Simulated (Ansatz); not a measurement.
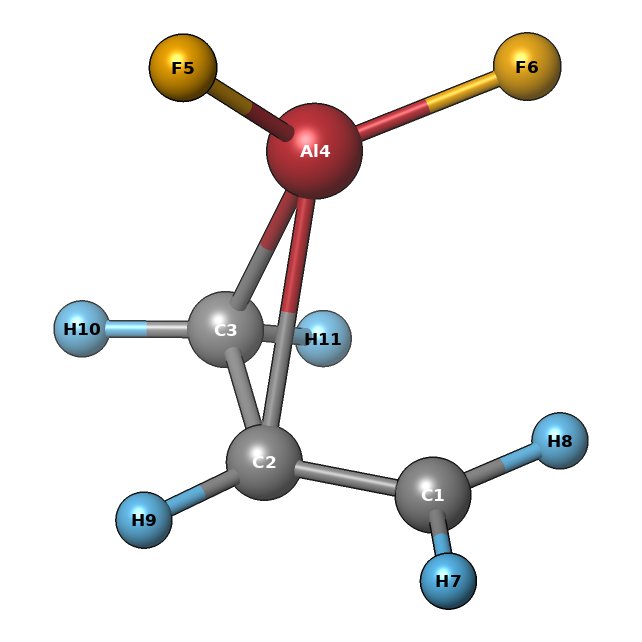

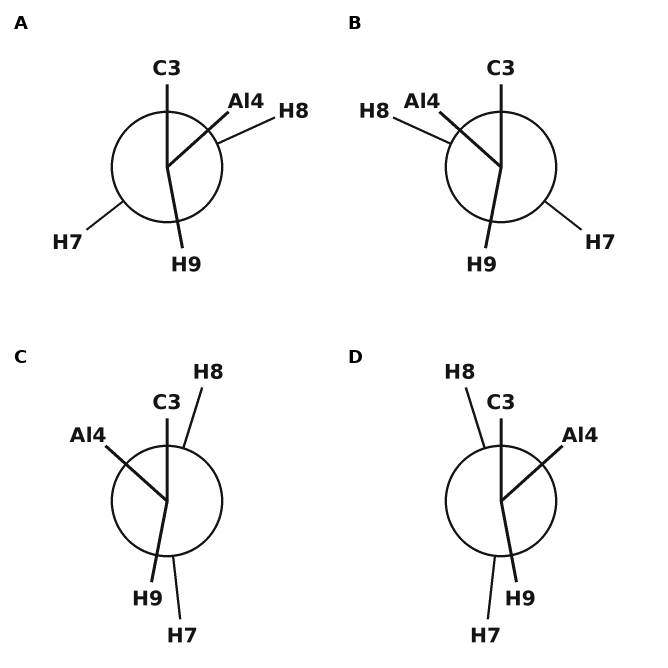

Depth is shown by fading: the farther an atom, the more it takes the colour of the background. Bonds that would overlap in a projection are set slightly apart. The computed structure is the end point of a PBE-D4/def2-SVP optimisation. No frequency run is at hand to confirm it as a minimum.

Question: Which Newman projection shows the view along C2–C1, with C2 in front?

Answer: D. The torsion angle Al4–C2–C1–H7 is 124°, anticlinal.
